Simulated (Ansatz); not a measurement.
# CsZnH3 in P4bm, a phase reached by a soft mode: a soft mode frozen in

Which phase does CsZnH3 in P4bm, a phase reached by a soft mode fall into along its unstable mode, and how much energy does it gain?

Main program and level: Ansatz 0.2.0; DFT r2SCAN, scalar-relativistic, plane waves, PAW; PAW set soft_1.

The structure was built from a prototype and need not be the compound's stable phase.

**1. The structure**

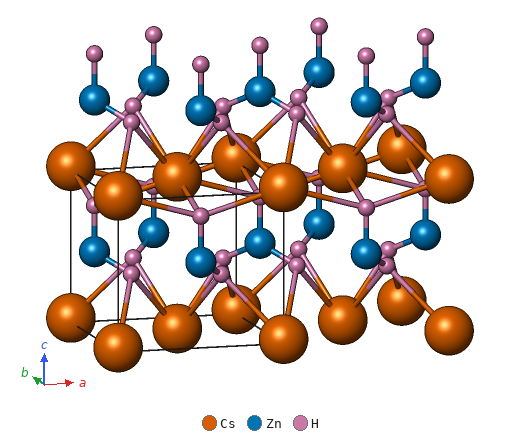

Start, viewed slightly off an axis; caesium orange, zinc blue, hydrogen pink. 2×1×2 cells are drawn. Some periodic images of atoms are drawn too.

**2. Linear response at the zone centre**

This phase was reached earlier by freezing in an unstable mode of a structure of higher symmetry and relaxing. Its zone-centre modes can show that it is still unstable.

File input.yaml:

```yaml
crystal:
  lattice:
    - [5.927903034, 0.0, 0.0]
    - [0.0, 5.927903034, 0.0]
    - [0.0, 0.0, 5.3127044245]
  atoms:
    - { symbol: Cs, position: [0.5, 0.5, 0.0294963537] }
    - { symbol: Cs, position: [0.0, 0.0, 0.0294963537] }
    - { symbol: Zn, position: [0.0, 0.5, 0.5638645355] }
    - { symbol: Zn, position: [0.5, 0.0, 0.5638645355] }
    - { symbol: H, position: [0.1737101989, 0.3262898011, 0.4413613099] }
    - { symbol: H, position: [0.8262898011, 0.6737101989, 0.4413613099] }
    - { symbol: H, position: [0.3262898011, 0.8262898011, 0.4413613099] }
    - { symbol: H, position: [0.6737101989, 0.1737101989, 0.4413613099] }
    - { symbol: H, position: [0.0, 0.5, 0.8679630063] }
    - { symbol: H, position: [0.5, 0.0, 0.8679630063] }
kpoints:
  mp_grid: { grid: [4, 4, 4] }
hamiltonian:
  xc: r2scan
  pseudopotentials: { kind: paw, azcp: { folder: soft_1 } }
scf:
  occupations: { method: fixed }
output:
  eigenvalues: true
phonons:
  method: dfpt
  dielectric: true
  rigid_motions: translations
```

Started as:

```console
$ ansatz run input.yaml --threads 4 --pin off --max-ram 16384MiB --backend cpu --events-out ev --progress --plain --runs-dir out
```

Numbers of over 12 decimals in the logs are rounded to 6 here.

Output:

```text
Engine: ansatz 0.2.0, aarch64-unknown-linux-gnu
Pseudopotentials: kind: paw
Pseudopotential: Cs, paw, valence charge 9, recommended cutoff 500 eV (meta_gga), soft_1/Cs.paw.azcp
Pseudopotential: Zn, paw, valence charge 12, recommended cutoff 500 eV (meta_gga), soft_1/Zn.paw.azcp
Pseudopotential: H, paw, valence charge 1, recommended cutoff 500 eV (meta_gga), soft_1/H.paw.azcp
Functional definition: r2SCAN
  parameter k0 = 0.174
  parameter k1 = 0.065
  parameter a1 = 4.9479
  exchange = r2scan_x(k0 = k0, k1 = k1, a1 = a1)
  correlation = r2scan_c
Crystal: 10 atoms, lattice volume = 186.689 Å³
Basis set: ecut = 500 eV, 4711 PW (Γ), exchange–correlation on 288×288×240 points (216 copies of the dense FFT grid, shifted against one another)
Bands: 34, of which v1, the nominal top of the filled ones, is band 24 counted from 1 (23 counted from 0)
Symmetry: 8 space group operations
k-points: 36 of 64 (irreducible under 1 space group operation, time reversal used)
Non-local potential: Cs, projectors of the file, l = 0: 3, l = 1: 2, l = 2: 2, l = 3: 2
Non-local potential: Zn, projectors of the file, l = 0: 2, l = 1: 2, l = 2: 3, l = 3: 1
Non-local potential: H, projectors of the file, l = 0: 2, l = 1: 1
PAW form: soft (Blöchl's): semilocal exchange-correlation on the pseudo side does not see the compensation charge
PAW frozen core: Cs, regenerated for the run's functional (the file was generated under x = pbe(κ = 0.804, μ = 0.219515), c = pbe(β = 0.066725))
PAW frozen core: Zn, regenerated for the run's functional (the file was generated under x = pbe(κ = 0.804, μ = 0.219515), c = pbe(β = 0.066725))
PAW one-centre angular grid: Cs, 302 points (default); XC on 160 Gauss nodes
PAW one-centre angular grid: Zn, 590 points (default); XC on 160 Gauss nodes
PAW one-centre angular grid: H, 302 points (default); XC on 160 Gauss nodes
Initial density: superposition of atomic densities (chi_scale 0.1, normalization cell, long waves kept (reshape's long-wave potential 0.02 eV rms))
Initial wavefunctions: pseudopotential atomic-orbital guess
Functional: x = r2scan, c = r2scan; τ floored in thin density (d = 2e-4 eV/Å³)
SCF iter   1: F=—  HF=-18124.358311 eV  |F-HF|=—  |Δ(HF+E_count)|=         —  Δρ=9.53e-2  dr2=1.37e1  dr2_τ=5.38e-2  ethr=3.10e-3  ⟨swp⟩=5.0  Hψ=4979  notcnv=0  defer=269
preconditioner: auto → Resta (q_TF=auto, 2.176 Å⁻¹)  ε∞=4.4  [insulator: Δε(μ)=3.625 eV  Ē_g=9.793 eV  n_scr=30 (ndim 8)  ℏωp=18.0 eV  f_vac=0.001  ε∞_Penn≈4.4]
SCF iter   2: F=—  HF=-18121.685616 eV  |F-HF|=—  |Δ(HF+E_count)|=    2.67e0  Δρ=4.46e-2  dr2=2.16e0  dr2_τ=2.44e-2  ethr=3.10e-3  ⟨swp⟩=3.0  Hψ=2999  notcnv=0  defer=276
SCF iter   3: F=—  HF=-18120.904005 eV  |F-HF|=—  |Δ(HF+E_count)|=   7.82e-1  Δρ=1.65e-2  dr2=6.36e-1  dr2_τ=5.47e-3  ethr=3.10e-3  ⟨swp⟩=2.0  Hψ=2276  notcnv=0  defer=173
SCF iter   4: F=—  HF=-18120.895714 eV  |F-HF|=—  |Δ(HF+E_count)|=   8.29e-3  Δρ=6.87e-3  dr2=7.42e-2  dr2_τ=5.47e-4  ethr=1.33e-3  ⟨swp⟩=2.0  Hψ=2124  notcnv=0  defer=267
SCF iter   5: F=—  HF=-18120.916274 eV  |F-HF|=—  |Δ(HF+E_count)|=   2.06e-2  Δρ=1.85e-3  dr2=5.40e-3  dr2_τ=4.37e-5  ethr=1.54e-4  ⟨swp⟩=2.1  Hψ=1719  notcnv=0  defer=283
SCF iter   6: F=—  HF=-18120.916859 eV  |F-HF|=—  |Δ(HF+E_count)|=   5.85e-4  Δρ=4.57e-4  dr2=2.90e-4  dr2_τ=1.67e-6  ethr=1.12e-5  ⟨swp⟩=2.2  Hψ=1755  notcnv=0  defer=285
SCF iter   7: F=—  HF=-18120.916900 eV  |F-HF|=—  |Δ(HF+E_count)|=   4.11e-5  Δρ=2.00e-4  dr2=5.20e-5  dr2_τ=1.07e-7  ethr=6.03e-7  ⟨swp⟩=2.6  Hψ=1805  notcnv=0  defer=278
SCF iter   8: F=—  HF=-18120.916888 eV  |F-HF|=—  |Δ(HF+E_count)|=   1.22e-5  Δρ=1.32e-5  dr2=3.24e-7  dr2_τ=9.13e-9  ethr=1.08e-7  ⟨swp⟩=2.0  Hψ=1673  notcnv=0  defer=186
SCF iter   9: F=—  HF=-18120.916857 eV  |F-HF|=—  |Δ(HF+E_count)|=   3.04e-5  Δρ=8.47e-6  dr2=9.85e-8  dr2_τ=1.16e-9  ethr=6.74e-10  ⟨swp⟩=2.0  Hψ=2010  notcnv=0  defer=148
SCF iter  10: F=—  HF=-18120.916857 eV  |F-HF|=—  |Δ(HF+E_count)|=   1.41e-8  Δρ=7.00e-7  dr2=1.43e-9  dr2_τ=2.43e-11  ethr=2.05e-10  ⟨swp⟩=2.0  Hψ=1560  notcnv=0  defer=148
SCF iter  11: F=—  HF=-18120.916857 eV  |F-HF|=—  |Δ(HF+E_count)|=  4.33e-10  Δρ=2.44e-7  dr2=1.04e-10  dr2_τ=2.37e-12  ethr=2.97e-12  ⟨swp⟩=2.0  Hψ=1871  notcnv=0  defer=148
SCF iter  12: F=-18120.916857 eV  HF=-18120.916857 eV  |F-HF|=2.91e-11  |Δ(HF+E_count)|=  3.64e-11  Δρ=8.17e-8  dr2=9.62e-12  dr2_τ=1.33e-13  ethr=1.00e-12  ⟨swp⟩=17.2  Hψ=9282  notcnv=0
SCF 1 converged in 12 iterations: F = -18120.916857 eV  dr2 = 9.62e-12
  greatest PAW one-centre occupation: 0.983 electrons in one spin orbital (limit 2), on the Zn atom at site 2 (counted from 0), in its partial waves of l = 2
DFPT response loops at Γ: preconditioner auto → none (the input reference at scf.mixing.eps_inf says where Resta's filter doesn't serve); β = 0.50; Broyden in place of MSR1
── the response to a field inside a basis, on 4×4×4 k-points: an SCF that follows is theirs, and a resumed run solves both again ──
Bands: 25, of which v1, the nominal top of the filled ones, is band 24 counted from 1 (23 counted from 0)
k-points: 6 of 64 (time reversal used)
Initial density: handed on by an earlier stage of this run
Initial wavefunctions: pseudopotential atomic-orbital guess (no wavefunctions were taken with the density)
Eigensolver: Dense (6 Hₖ)
SCF iter   1: F=—  HF=-18120.837952 eV  |F-HF|=—  |Δ(HF+E_count)|=         —  Δρ=3.42e-4  dr2=5.48e-5  dr2_τ=1.98e-5  ethr=1.00e-1
preconditioner: auto → Resta (q_TF=auto, 2.176 Å⁻¹)  ε∞=4.9  [insulator: Δε(μ)=4.020 eV  Ē_g=9.134 eV  n_scr=30 (ndim 8)  ℏωp=18.0 eV  f_vac=0.012  ε∞_Penn≈4.9]
SCF iter   2: F=—  HF=-18120.838035 eV  |F-HF|=—  |Δ(HF+E_count)|=   8.25e-5  Δρ=3.07e-4  dr2=7.15e-5  dr2_τ=3.72e-6  ethr=1.14e-7
SCF iter   3: F=—  HF=-18120.838056 eV  |F-HF|=—  |Δ(HF+E_count)|=   2.09e-5  Δρ=7.13e-5  dr2=3.34e-6  dr2_τ=4.91e-7  ethr=1.14e-7
SCF iter   4: F=—  HF=-18120.838054 eV  |F-HF|=—  |Δ(HF+E_count)|=   1.44e-6  Δρ=1.36e-5  dr2=2.86e-7  dr2_τ=3.37e-9  ethr=6.95e-9
SCF iter   5: F=-18120.838055 eV  HF=-18120.838055 eV  |F-HF|=9.39e-9  |Δ(HF+E_count)|=   2.64e-7  Δρ=2.93e-6  dr2=8.15e-9  dr2_τ=8.22e-10  ethr=5.95e-10
SCF 1 converged in 5 iterations: F = -18120.838055 eV  dr2 = 8.15e-9
  greatest PAW one-centre occupation: 0.983 electrons in one spin orbital (limit 2), on the Zn atom at site 3 (counted from 0), in its partial waves of l = 2
DFPT response loops at Γ: mixed as the last ones told, above
SCF converged after 12 iterations
Free energy (F): -18120.916857 eV
Harris-Foulkes:  -18120.916857 eV  (|F-HF|=2.91e-11)
Internal energy: -18120.916857 eV  (E = F + TS)
E sigma→0 (E₀):  -18120.916857 eV
Fermi energy:    2.420685 eV
--- Per-component energies (eV) ---
  E_band       = -191.476059
  E_kinetic    = 660.368852
  E_local      = -5382.367744  (includes V_loc(G=0)·N_el)
  E_nonlocal   = 1692.430561
  E_hartree    = 2087.010333
  E_xc         = -530.735994
  E_vxc        = -479.360228  (∫ρ·V_xc dr)
  E_paw        = -14003.816604  (= ΣΔE_a)
  E_vpaw       = -879.529378  (= ΣTr[D̂ρ^β])
  E_aug_tail   = -0.000298  (compensation charges beyond the density's cutoff)
  E_vtau       = 22.961313  (kinetic-family band-sum trace: ∫τ·v_τ [+ j·A + Jᵃ·Aᵃ] dr)
  E_ewald      = -2643.540490
  E_core_change = -0.265473  (= ΣΔE_core)
  E_smearing   = -0.000000  (= −TS)
  E_closure    = 0.000000  (closes the sum)
  Σ components = -18120.916857   (vs F -18120.916857, Δ=0.00e0)
--- Band table (eV; the first three rows and the last of 36) ---
  k-point 0: bands = [... 20 lower, 1.3748, 1.3748, 1.8287, 2.4207, 6.8005, 6.8118, 7.5399, 7.6791, ... 6 higher]
  k-point 1: bands = [... 20 lower, 1.1893, 1.1893, 1.3104, 1.9361, 6.7229, 7.4461, 7.4461, 7.4472, ... 6 higher]
  k-point 2: bands = [... 20 lower, 0.7440, 1.0159, 1.0159, 1.4538, 6.9469, 7.2061, 7.2061, 8.0233, ... 6 higher]
  k-point 35: bands = [... 20 lower, 1.2966, 1.2966, 1.8657, 1.8657, 6.8768, 6.8768, 8.4046, 8.4046, ... 6 higher]
--- Phonons (Γ-DFPT): 8 representative perturbations + reference, on 36 of 64 k-points (Σ response iterations 62) ---
  k mesh reduced under 1 symmetry operation, with k and −k counted as one. Each operation leaves every solved perturbation unchanged. A smaller set is not considered because the functional reads the kinetic-energy density
  ASR residual: 1.133e-4 → 0.000e0 eV/Å²; symmetrization residual: 1.495e-6 eV/Å²
  ASR residual per site (eV/Å²): 4.06e-5 4.06e-5 1.13e-4 1.13e-4 9.89e-6 9.89e-6 9.89e-6 9.89e-6 1.00e-5 1.00e-5
  Γ frequencies (cm⁻¹): -91.25 -91.25 0.00 0.00 0.00 42.80 45.27 45.27 81.72 81.72 86.40 89.92 253.51 253.51 391.11 473.34 473.34 555.34 567.18 600.85 656.68 656.68 737.27 737.27 1546.44 1558.21 1617.94 1617.94 1645.66 1684.73
  ε∞ (high-frequency dielectric tensor):
        3.254942     0.000000    -0.000000
        0.000000     3.254942     0.000000
       -0.000000     0.000000     3.171861
  softest optical mode at Γ: -91.25 cm⁻¹; the repairs (sum rule, projections) moved no ω² at Γ by more than (3.96 cm⁻¹)²
  Born effective charges Z* (e; rows j = field, columns β = displacement):
    site 0:
         1.17475    0.03169    0.00000
        -0.03169    1.17475   -0.00000
         0.00000   -0.00000    1.26077
    site 1:
         1.17475   -0.03169   -0.00000
         0.03169    1.17475   -0.00000
         0.00000    0.00000    1.26077
    site 2:
         1.16587   -0.04044    0.00000
        -0.04044    1.16587   -0.00000
         0.00000   -0.00000    1.00812
    site 3:
         1.16587    0.04044    0.00000
         0.04044    1.16587    0.00000
         0.00000    0.00000    1.00812
    site 4:
        -0.84343    0.21674    0.05559
         0.21674   -0.84343   -0.05559
         0.08824   -0.08824   -0.64860
    site 5:
        -0.84343    0.21674   -0.05559
         0.21674   -0.84343    0.05559
        -0.08824    0.08824   -0.64860
    site 6:
        -0.84343   -0.21674   -0.05559
        -0.21674   -0.84343   -0.05559
        -0.08824   -0.08824   -0.64860
    site 7:
        -0.84343   -0.21674    0.05559
        -0.21674   -0.84343    0.05559
         0.08824    0.08824   -0.64860
    site 8:
        -0.65376    0.03225   -0.00000
         0.03225   -0.65376   -0.00000
        -0.00000   -0.00000   -0.97169
    site 9:
        -0.65376   -0.03225   -0.00000
        -0.03225   -0.65376   -0.00000
        -0.00000   -0.00000   -0.97169
  Z* charge neutrality: 9.023e-3 e pre-enforcement
  solved inside a basis spanned on kpoints, on 4×4×4 k-points, its susceptibility summed on 6×6×6: ε∞ is read to err by 1.0e-2, Z* by 1.6e-2 e (field_mesh: kpoints solves on kpoints); Z* is corrected for what the basis lacks
  optical modes at Γ without the LO–TO term, one row a degenerate level:
      ω (cm⁻¹)  modes    IR ((D/Å)²/amu)
        -91.25      2             6.9506
         42.80      1             0.0000
         45.27      2             0.3686
         81.72      2             0.9381
         86.40      1             0.0000
         89.92      1             1.4848
        253.51      2             6.4724
[...]
optical modes at Γ + LO–TO along q̂ = [1.0000, 0.0000, 0.0000]:
      ω (cm⁻¹)  modes    IR ((D/Å)²/amu)
[...]
optical modes at Γ + LO–TO along q̂ = [0.0000, 1.0000, 0.0000]:
      ω (cm⁻¹)  modes    IR ((D/Å)²/amu)
[...]
optical modes at Γ + LO–TO along q̂ = [0.0000, 0.0000, 1.0000]:
      ω (cm⁻¹)  modes    IR ((D/Å)²/amu)
[...]
391.11      1             0.0000
        473.34      2             1.2877
        555.34      1             0.0000
        600.85      1             0.0000
        656.68      2            98.5485
        662.46      1            29.9870
        737.27      2             0.1212
       1558.21      1             0.0000
       1603.95      1            52.3088
       1617.94      2            66.8385
       1646.32      1             1.4563
       1684.73      1             0.0000
```

Run time: 6.3 min. Hardware: 4 threads of Arm Neoverse V1, shared host; peak memory 5.5 GiB.

In the SCF lines HF is the Harris–Foulkes energy and dr2 the Hartree energy of the density residual, in eV; the loop may stop once dr2 is under the threshold and the program's other checks hold. Hψ counts applications of the Hamiltonian.

A gap read on the k-mesh alone can miss the band edges.

Numbers from this step:

```yaml
gap_on_the_k_mesh: 3.870 eV
volume_per_atom: 18.67 Å³
sum_rule_residual_before_enforcement: 1.13e-4 eV/Å²
miss_of_the_charge_sum_rule: 0.009023 e
estimated_error_of_the_dielectric_tensor: 0.01017
estimated_error_of_the_born_charges: 0.01609 e
point_group: 4mm
highest_optical_mode_at_the_zone_centre_no_lo_to_term: 1685 cm⁻¹
lowest_optical_zone_centre_mode: -91.25 cm⁻¹
mean_high_frequency_dielectric_constant: 3.227
largest_born_charge_third_of_the_trace: 1.203 e
top_of_the_zone_centre_spectrum_with_the_field: 1685 cm⁻¹
```

Patterns of degenerate modes are one choice out of their space. The modes at Γ (shares of kinetic energy by element, %) (negative means imaginary):

| mode | frequency (cm⁻¹) | symmetry | Cs % | Zn % | H % |
| --- | --- | --- | --- | --- | --- |
| 1 | -91.2 | E | 1 | 79 | 20 |
| 2 | -91.2 | E | 1 | 79 | 20 |
| 3 | 0.0 | acoustic | 66 | 32 | 2 |
| 4 | 0.0 | acoustic | 66 | 32 | 2 |
| 5 | 0.0 | acoustic | 66 | 32 | 2 |
| 6 | 42.8 | A2 | 100 | 0 | 0 |
| 7 | 45.3 | E | 92 | 5 | 3 |
| 8 | 45.3 | E | 92 | 5 | 3 |
| 9 | 81.7 | E | 37 | 61 | 2 |
| 10 | 81.7 | E | 37 | 61 | 2 |
| 11 | 86.4 | B2 | 0 | 96 | 4 |
| 12 | 89.9 | A1 | 34 | 63 | 3 |
| 13 | 253.5 | E | 4 | 16 | 80 |
| 14 | 253.5 | E | 4 | 16 | 80 |
| 15 | 391.1 | B1 | 0 | 0 | 100 |
| 16 | 473.3 | E | 0 | 0 | 99 |
| 17 | 473.3 | E | 0 | 0 | 99 |
| 18 | 555.3 | B2 | 0 | 3 | 97 |
| 19 | 567.2 | A1 | 0 | 3 | 97 |
| 20 | 600.9 | A2 | 0 | 0 | 100 |
| 21 | 656.7 | E | 0 | 2 | 98 |
| 22 | 656.7 | E | 0 | 2 | 98 |
| 23 | 737.3 | E | 0 | 2 | 98 |
| 24 | 737.3 | E | 0 | 2 | 98 |
| 25 | 1546.4 | A1 | 0 | 1 | 99 |
| 26 | 1558.2 | B2 | 0 | 1 | 99 |
| 27 | 1617.9 | E | 0 | 2 | 98 |
| 28 | 1617.9 | E | 0 | 2 | 98 |
| 29 | 1645.7 | A1 | 0 | 0 | 100 |
| 30 | 1684.7 | B2 | 0 | 0 | 100 |

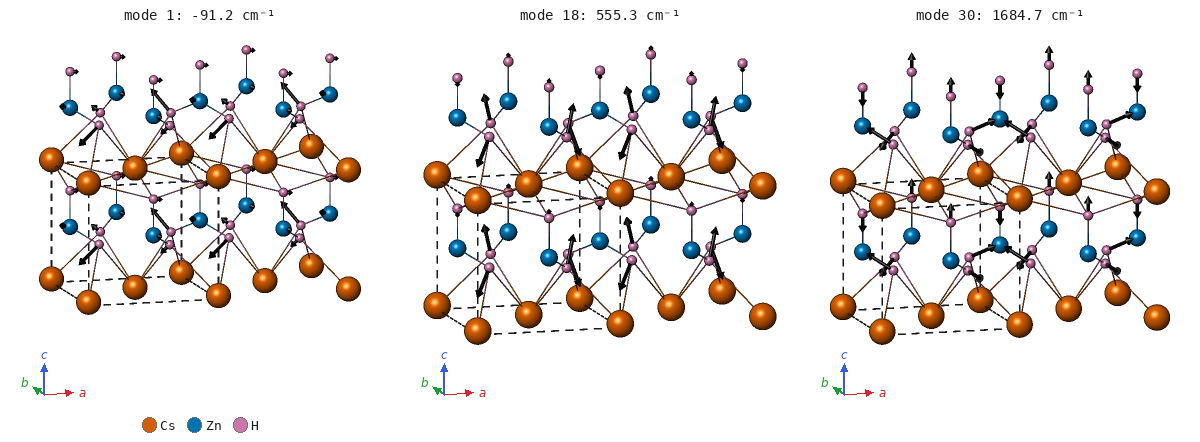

Displacement patterns of modes 1, 18 and 30 at Γ; arrows are exaggerated. 2×1×2 cells are drawn. Some periodic images of atoms are drawn too.

Before it was imposed, the acoustic sum rule was missed by 1.1e-4 eV/Å² and the charge sum rule by 0.0090 e. Small misses are needed for a sound result but don't prove that mesh and cutoff are converged. The lowest optical mode is imaginary, 91.2i cm⁻¹, so the energy falls along it.

**3. The mode frozen in, largest atomic shift 0 Å**

The mode followed lies at Γ with frequency 91.2i cm⁻¹ and is 2-fold degenerate, the softest among the wavevectors solved. At small amplitude the distorted cell has space group no. 7 by a symmetry search on the positions. The undistorted cell that holds it gives the zero of energy on the same k mesh.

Changes to input.yaml since step 2:

```diff
@@ -22,8 +22,6 @@
 scf:
-  occupations: { method: fixed }
+  occupations: { method: gaussian, width: 0.02 }
 output:
+  forces: true
+  stress: true
   eigenvalues: true
-phonons:
-  method: dfpt
-  dielectric: true
-  rigid_motions: translations
```

Output:

```text
[...]
Crystal: 10 atoms, lattice volume = 186.689 Å³
Basis set: ecut = 500 eV, 4711 PW (Γ), exchange–correlation on 180×180×160 points (64 copies of the dense FFT grid, shifted against one another)
Bands: 34, of which v1, the nominal top of the filled ones, is band 24 counted from 1 (23 counted from 0)
Symmetry: 8 space group operations
[...]
k-point 0: bands = [... 20 lower, 1.3748, 1.3748, 1.8287, 2.4207, 6.8005, 6.8118, 7.5399, 7.6791, ... 3 higher]
  k-point 1: bands = [... 20 lower, 1.1893, 1.1893, 1.3104, 1.9361, 6.7229, 7.4461, 7.4461, 7.4472, ... 3 higher]
  k-point 2: bands = [... 20 lower, 0.7440, 1.0159, 1.0159, 1.4537, 6.9470, 7.2061, 7.2061, 8.0233, ... 3 higher]
  k-point 17: bands = [... 20 lower, 1.2966, 1.2966, 1.8657, 1.8657, 6.8768, 6.8768, 8.4046, 8.4046, ... 3 higher]
[key lines of the parts left out:]
SCF converged after 10 iterations
Free energy (F): -18120.916857 eV
Fermi energy:    4.355688 eV
P = ⅓ Tr σ = 0.0003 GPa (0.003 kbar)
```

Wall time 7.5 s (4 threads); peak memory 0.76 GiB.

Numbers from this step:

* pressure: 3.27e-4 GPa
* energy from the undistorted cell: 0 meV/atom

At this level the gap is 3.87 eV on the k-mesh of the self-consistent run, which can miss the band edges.

**4. The mode frozen in, largest atomic shift 0.45 Å**

The atoms are moved along the unstable eigenvector, the largest shift by 0.45 Å, with the cell fixed.

input.yaml, the sections that differ from step 3:

```yaml
crystal:
  lattice:
    - [5.927903034, 0.0, 0.0]
    - [0.0, 5.927903034, 0.0]
    - [0.0, 0.0, 5.3127044245]
  atoms:
    - { symbol: Cs, position: [0.4990771531, 0.5021372315, 0.0294963537] }
    - { symbol: Cs, position: [0.0009228469, 0.0021372315, 0.0294963537] }
    - { symbol: Zn, position: [0.0268813408, 0.4967437348, 0.5638645355] }
    - { symbol: Zn, position: [0.4731186592, -0.0032562652, 0.5638645355] }
    - { symbol: H, position: [0.2027484871, 0.2811309075, 0.5012424396] }
    - { symbol: H, position: [0.8553280893, 0.6285513053, 0.3814801802] }
    - { symbol: H, position: [0.2972515129, 0.7811309075, 0.5012424396] }
    - { symbol: H, position: [0.6446719107, 0.1285513053, 0.3814801802] }
    - { symbol: H, position: [0.0012454562, 0.5197274121, 0.8679630063] }
    - { symbol: H, position: [0.4987545438, 0.0197274121, 0.8679630063] }
# kpoints, hamiltonian, scf, output: as in step 3
```

Output:

```text
[...]
Crystal: 10 atoms, lattice volume = 186.689 Å³
Basis set: ecut = 500 eV, 4711 PW (Γ), exchange–correlation on 180×180×160 points (64 copies of the dense FFT grid, shifted against one another)
Bands: 34, of which v1, the nominal top of the filled ones, is band 24 counted from 1 (23 counted from 0)
Symmetry: 2 space group operations
[...]
k-point 0: bands = [... 20 lower, 1.3400, 1.4449, 1.8749, 2.3669, 6.7470, 6.7612, 7.3706, 7.6972, ... 3 higher]
  k-point 1: bands = [... 20 lower, 1.1059, 1.1357, 1.4997, 1.8706, 6.6193, 7.2269, 7.4776, 7.7983, ... 3 higher]
  k-point 2: bands = [... 20 lower, 0.6056, 0.8812, 1.2526, 1.4177, 6.6589, 7.2808, 7.5185, 7.9682, ... 3 higher]
  k-point 29: bands = [... 20 lower, 1.3489, 1.3489, 1.8373, 1.8373, 6.8486, 6.8486, 8.4036, 8.4036, ... 3 higher]
[key lines of the parts left out:]
SCF converged after 9 iterations
Free energy (F): -18120.951086 eV
Fermi energy:    4.180260 eV
P = ⅓ Tr σ = -0.8339 GPa (-8.339 kbar)
```

The job ended after 12 s (4 threads; peak memory 0.81 GiB).

Numbers from this step:

```yaml
pressure: -0.8339 GPa
gap_on_the_k_mesh: 3.627 eV
energy_from_the_undistorted_cell: -3.423 meV/atom
```

The energy, extrapolated to zero smearing, is -3.42 meV/atom against the undistorted cell.

The run ends at a pressure of -0.83 GPa, with forces up to 0.41 eV/Å.

(Continued in part 2 of 3.)

[Logs are printed without paths, hosts, clocks, repeated set-up lines and the standing remarks that a program may print on its own settings, such as how far it seeks lower states.]

[Hosts, paths, dates, database ids (printed as entryN), source tags and the programs' standing remarks are cut or masked in the printed files.]
